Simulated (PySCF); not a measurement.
C₃H₂BrF, SMILES `FC1C=C1Br`.

Computed with PySCF, B3LYP/def2-SVPD, geometry: GFN2-xTB. No frequency check shows the geometry to be a minimum. GFN2-xTB bond lengths at metals and heavier atoms can be off by up to 0.1 Å and shapes distorted, which carries into these values.

Geometry (Å), atoms numbered from 1:

```
F1       2.4557   -0.9174   -0.3006
C2       1.7859    0.0034    0.4700
C3       1.3526    1.2822   -0.1685
C4       0.4174    0.3968    0.0685
Br5     -1.3494   -0.1131   -0.0124
H6       2.1245   -0.0886    1.4956
H7       1.6670    2.2106   -0.5767
```

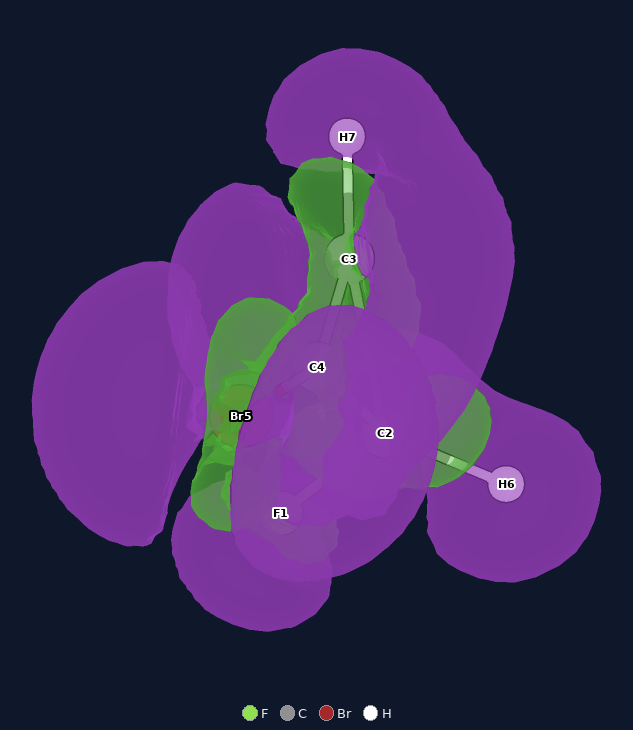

Fukui function f⁻ = ρ(N) − ρ(N−1) at fixed geometry, surfaces at ±0.015 e/Å³ (purple positive, green negative).

Q: Which atoms respond most to the removal of an electron?

A: f⁻ (Hirshfeld-condensed) is largest on Br5 (0.43); the vertical ionisation energy is 10.20 eV (the stability of the cation's solution wasn't checked). Condensed values hint at sites of electrophilic attack but needn't mark the atom that reacts. Orbital relaxation makes it negative in places (0.15 e in all).
